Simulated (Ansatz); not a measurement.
# U-wB97X/cc-pVTZ run of BN (boron nitride)

Aim: the energy change on altering one bond length of BN (boron nitride) at U-wB97X/cc-pVTZ, from 2 runs. 

Program for the calculation: Ansatz 0.2.0.

32 further runs of the same task are left out: 32 set aside as unsound or not needed.

### 1 The system as given

BN has 2 atoms, charge 0, and is taken as a triplet. As SMILES, `B#N`. Geometry: relaxed at PBE0-D4/def2-TZVP.

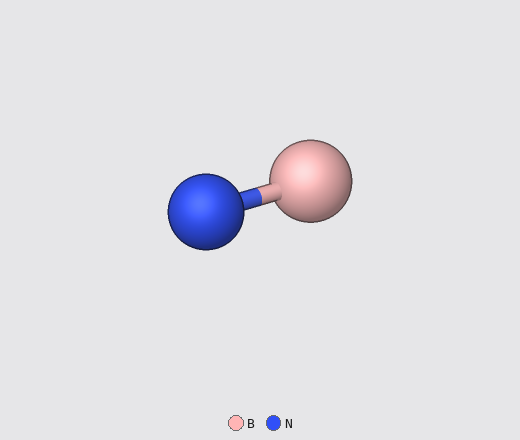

Viewed from a chosen angle; boron pink, nitrogen blue.

### 2 The energy at U-wB97X/cc-pVTZ

run.yaml reads:

```yaml
basis:
  gaussian:
    orbitals: cc-pVTZ
crystal:
  periodic: [false, false, false]
  atoms:
    - symbol: B
      position_ang: [-0.000000, -0.000000, -0.023520]
    - symbol: N
      position_ang: [0.000000, 0.000000, 1.291950]
output: {orbitals: {seedname: orbitals}}
magnetization:
  spin_polarized: true
  initial_magnetization: 2
accuracy: high
hamiltonian:
  xc: {name: wB97X}
```

The run is started by

```sh
ansatz run run.yaml --threads 1 --pin off --max-ram 3480MiB --events-out events.jsonl --progress --plain --runs-dir runs
```

What it wrote:

```text
Warning: RAYON_NUM_THREADS=1 ignored (pool sized by the plan → 1); use --threads N
Functional definition: wB97X
  name "wB97X"
  parameter omega = 0.3/bohr
  parameter cx = 0.157706
  parameter cx1 = 0.726479
  parameter cx2 = 1.04760
  parameter cx3 = -5.70635
  parameter cx4 = 13.2794
  parameter css1 = -4.33879
  parameter css2 = 18.2308
  parameter css3 = -31.7430
  parameter css4 = 17.2901
  parameter cos1 = 2.37031
  parameter cos2 = -11.3995
  parameter cos3 = 6.58405
  parameter cos4 = -3.78132
  exchange = spin_sum(e_x_unif_sr(omega)*poly(b97_u_x, 1 - cx, cx1, cx2, cx3, cx4)) + cx*exact_x_sr(omega)
      + exact_x_lr(omega)
  correlation = spin_sum(e_c_pw_same_spin*poly(b97_u_same, 1, css1, css2, css3, css4))
      + integral(e_c_pw_opposite_spin*poly(b97_u_opposite, 1, cos1, cos2, cos3, cos4))
848 factors; integrals over basis functions are off by at most 2.6e-9 eV
195 factors; integrals over basis functions are off by at most 2.6e-9 eV
mean field evaluation 1: about -2157.8988 eV, gradient 2.5e1 eV
mean field evaluation 2: about -2155.6280 eV, gradient 3.3e1 eV
mean field evaluation 4: about -2160.8103 eV, gradient 9.0e-1 eV
mean field evaluation 8: about -2160.8495 eV, gradient 1.1e-1 eV
mean field evaluation 16: about -2160.8501 eV, gradient 5.6e-4 eV
mean field -2160.85010033 eV, -79.4097765102 hartree, gradient 4.9e-8 eV, S^2 2.005522; 1 other end points of the search recorded, 0 dependent functions left out
reference -2160.85009869 eV, -79.4097764502 hartree; 7, 5 occupied and 53, 55 virtual orbitals, 848 factors
Total energy: -2160.85009869 eV, -79.4097764502 hartree
```

Wall time 9 s (1 thread of Arm Neoverse V1, shared host); peak memory 0.24 GiB.

### 3 The distorted shape, same level

input.yaml reads:

```yaml
crystal:
  periodic: [false, false, false]
  atoms:
    - {symbol: B, position_ang: [-0.000000, -0.000000, -1.602050]}
    - {symbol: N, position_ang: [0.000000, 0.000000, 1.291950]}
basis:
  gaussian:
    orbitals: cc-pVTZ
magnetization:
  spin_polarized: true
  initial_magnetization: 2
hamiltonian:
  xc: {name: wB97X}
accuracy: high
output: {orbitals: {seedname: orbitals}}
```

The run is started by

```sh
ansatz run input.yaml --threads 1 --pin off --max-ram 3480MiB --events-out events.jsonl --progress --plain --runs-dir runs
```

What it wrote (excerpt; [...] marks lines left out):

```text
Warning: RAYON_NUM_THREADS=1 ignored (pool sized by the plan → 1); use --threads N
[... 2 set-up lines as earlier in the session ...]
[...]
      + exact_x_lr(omega)
[...]
      + integral(e_c_pw_opposite_spin*poly(b97_u_opposite, 1, cos1, cos2, cos3, cos4))
774 factors; integrals over basis functions are off by at most 3.1e-9 eV
228 factors; integrals over basis functions are off by at most 1.8e-9 eV
[...]
mean field -2156.52409279 eV, -79.2507986654 hartree, gradient 2.9e-8 eV, S^2 2.830330; 2 other end points of the search recorded, 0 dependent functions left out
reference -2156.52409177 eV, -79.2507986280 hartree; 7, 5 occupied and 53, 55 virtual orbitals, 774 factors
Total energy: -2156.52409177 eV, -79.2507986280 hartree
```

Run time: 13 s. Hardware: 1 thread of Arm Neoverse V1, shared host; peak memory 0.23 GiB.

### 4 Summary of results

At U-wB97X/cc-pVTZ:

| quantity | value |
| --- | --- |
| first shape: total energy | -79.40978 Eh |
| first shape: HOMO energy (highest over α and β) | -11.09 eV |
| first shape: LUMO energy (lowest over α and β) | -2.80 eV |
| first shape: ⟨S²⟩ | 2.006 |
| distorted shape: total energy | -79.25080 Eh |
| distorted shape: HOMO energy (highest over α and β) | -7.97 eV |
| distorted shape: LUMO energy (lowest over α and β) | -0.42 eV |
| distorted shape: ⟨S²⟩ | 2.830 |
| energy change with the B1–N2 bond stretched from 1.315 to 2.894 Å | 4.326 eV |

With the B1–N2 bond stretched from 1.315 to 2.894 Å the energy rises by 4.33 eV (100 kcal/mol). The first shape isn't relaxed at this level, so the change isn't measured from a minimum. ⟨S²⟩ (distorted shape) is 2.83 where a pure triplet has 2.00: the reference is spin-contaminated.
